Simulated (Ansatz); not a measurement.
## Amorphous Al28O45Mo

A CHGNet melt-quench gave the starting glass, which DFT then relaxed. O atoms were pushed apart under 1.9 Å during the dynamics, to hinder bonds among them. The hot cell started wider than the set density and was brought back towards it in steps. It is the lowest in DFT energy of 2 quenches. It is a model cell: composition and starting density were chosen by hand, and all elements were melted together. No dispersion term was used.

Methods: PBE, scalar-relativistic without spin-orbit coupling (Ansatz, a program for electronic structure); r2SCAN, scalar-relativistic without spin-orbit coupling (Ansatz); HSE06, scalar-relativistic without spin-orbit coupling (Ansatz). Geometry, pressure, stress and energy are those of the PBE run. Its sampling: a 2×2×2 Γ-centred mesh; Fermi-Dirac width 0.02 eV; no spin polarisation. Other functionals are single points at the zone centre (r2SCAN at 500 eV; exact exchange cut at the cell's faces), free to take moments where seeds were set. At PBE the levels at both edges of the gap are localised (band-tail or defect states), and the nearest spread-out levels lie 4.2 eV apart at the zone centre.

```yaml
number_of_atoms_in_the_cell: 74
Density (held, not predicted): 3.18 g/cm³
volume_per_atom: 11.09 Å^3
Pressure on a 2×2×2 Γ-centred mesh: -1.01 GPa
Largest force and stress component on that mesh (the relaxation ran on the zone centre alone): 0.09 eV/Å and 1.1 GPa
Gap between localised states on a 2×2×2 Γ-centred mesh (PBE): 1.51 eV
Gap between localised states at the zone centre (PBE): 1.53 eV
Gap between localised states at the zone centre (r2SCAN): 1.79 eV
Gap between localised states at the zone centre (HSE06): 2.90 eV
```

Neighbours within Al-Al 2.66 Å, Al-O 2.26 Å, Al-Mo 2.85 Å, O-O 1.58 Å, O-Mo 2.42 Å, Mo-Mo 3.04 Å count as bonded. Two cations that share two anions don't count as bonded, nor two that share one unless they lie closer than Al-Al 2.59 Å, Al-Mo 2.77 Å, Mo-Mo 2.95 Å.

The mean coordination of Al by anions is 4.68 (11 with 4, 15 with 5, 2 with 6). The mean coordination of O is 3.02 (4 with 2, 36 with 3, 5 with 4), the mean coordination of Mo by anions is 5.00 (1 with 5) and the mean Al-O bond comes out as 1.868 Å (spread 0.090 Å, 131 counted). The mean O-Mo bond comes out as 1.875 Å (spread 0.103 Å, 5 counted).

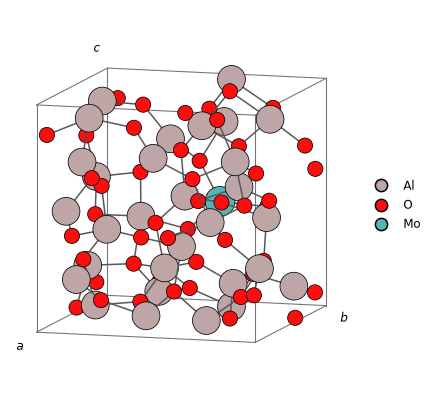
Fig. 1. The relaxed cell

Its density started from a set value of 3.18 g/cm³. The simulated quench (nominally 340 K/ps over its main leg) is rapid and tends to freeze in more defects than a deposited or slowly cooled glass has. A cell of this size samples the disorder only roughly. The volume was held where the preparation left it and the shape relaxed, at a PBE pressure of -1.0 GPa (tension). Stress components on the final sampling reach 1.1 GPa.
